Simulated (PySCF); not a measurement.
| atom | x (Å) | y (Å) | z (Å) |
| --- | --- | --- | --- |
| F | 0.4444 | 1.7165 | -0.1073 |
| C | 0.6791 | 0.4233 | 0.0982 |
| F | 1.1333 | 0.2785 | 1.3398 |
| Cl | 1.9078 | -0.1269 | -1.0329 |
| C | -0.6593 | -0.3704 | -0.0541 |
| Cl | -1.7982 | 0.2760 | 1.1265 |
| Cl | -1.2891 | -0.1441 | -1.6784 |
| Cl | -0.3675 | -2.0726 | 0.2674 |

Geometry: PBE0-D3(BJ)/def2-TZVP.

The calculation used PySCF, PBE0/pcSseg-2, SCF density, gas phase, non-relativistic.

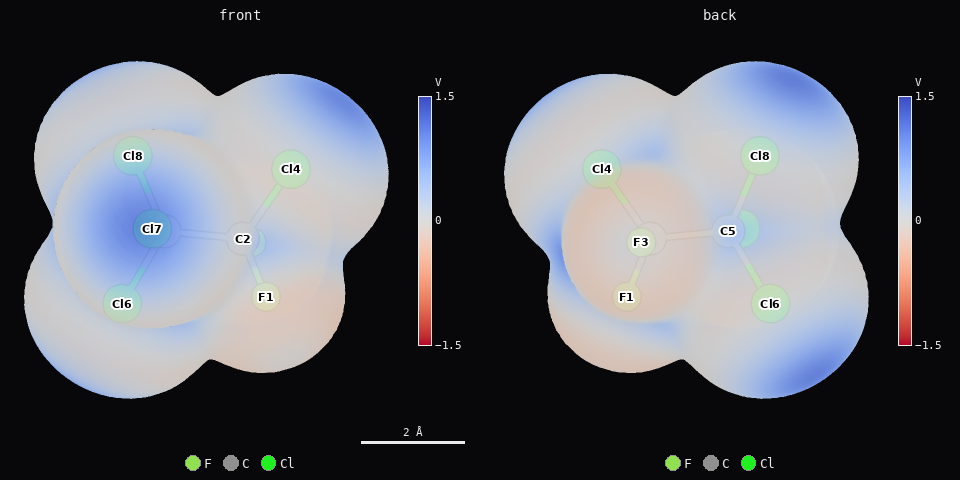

C2Cl4F2 (CF2Cl-CCl3). The electrostatic potential painted on the density surface at 0.002 e/bohr³, seen from the front and from behind; the colour scale runs from red (negative) to blue (positive).

Which sites attract a positive test charge, and which a negative one?

Answer. A positive charge is drawn to the negative regions and a negative charge to the positive ones. The most negative region (about −0.2 V) lies over F1 and F3, the most positive (about +1.1 V) over Cl6, Cl7 and Cl8. Cl4 shows a σ-hole: about +1.0 V at the tip opposite its bond, against about 0.0 V on its flanks. Cl6 shows a σ-hole: about +1.1 V at the tip opposite its bond, against about 0.0 V on its flanks. Cl7 shows a σ-hole: about +1.1 V at the tip opposite its bond, against about 0.0 V on its flanks. Cl8 shows a σ-hole: about +1.1 V at the tip opposite its bond, against about 0.0 V on its flanks.
